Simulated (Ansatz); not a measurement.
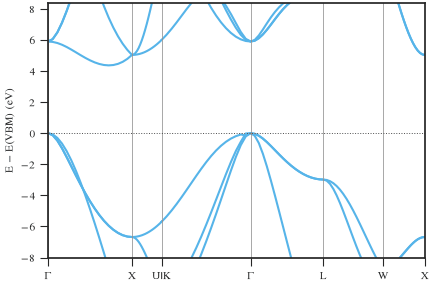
Fig. 1. Band structure from r²SCAN (plane waves, PAW; program Ansatz)

Read off the gap and where the band edges lie.

About 4.4 eV (4.36 eV by a search for the band edges); maximum at Γ, minimum on the Γ–X line, 72 % of the way from Γ.

The material is C (diamond, Fd-3m).

The r²SCAN relaxation kept the symmetry of its start; phonons on a q-mesh show no instability.

Potentials: the later of the program's two PAW sets.
